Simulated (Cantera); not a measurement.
Feed: 1 mol CHF3, 0.33 mol H2, equilibrated at 0.133 bar.

Cantera equilibrium calculation (NASA polynomials, part measured and part estimated; ideal gas, pure solids and liquids). Candidate condensed phases: C, C6H6, C7H8, C8H18; 95 gas species. Gases not in the tables: C2F6 and larger saturated fluorocarbons. Kinetics and transport are ignored.

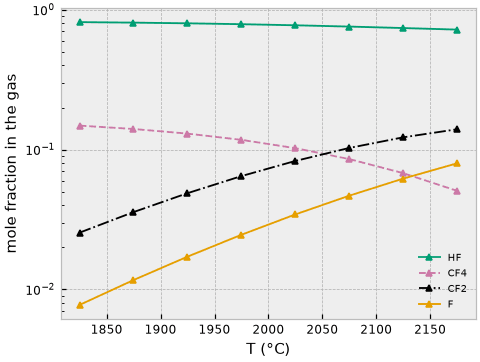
Fig. 1. Equilibrium gas composition (values under 1e-9 drawn at 1e-9)

From 1825 °C to 2175 °C the condensed part is C(graphite). The main C-bearing gas is CF4 at 1825 °C and CF2 at 2175 °C. The share of C in condensed phases is highest at 1825 °C (64.2 %) and lowest at 2175 °C (54.3 %).
